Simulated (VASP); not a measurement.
Shape and ions are relaxed at each volume.

Energy against volume of ZrB$_{2}$ (AlB2 type). Computed with optB86b-vdW, VASP's PBE PAW potentials (set 64) (plane waves; VASP).

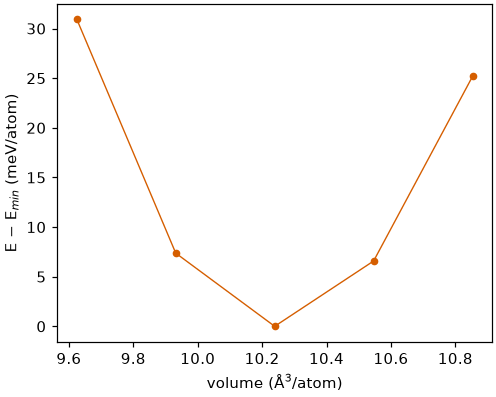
Fig. 1. Energy against volume

Q: Estimate the equilibrium volume and the bulk modulus.

A: The minimum lies near 10.2 Å³/atom, and the curvature gives B0 of about 240 GPa.

The compound is ZrB2 in the AlB2 type structure. It was relaxed first.
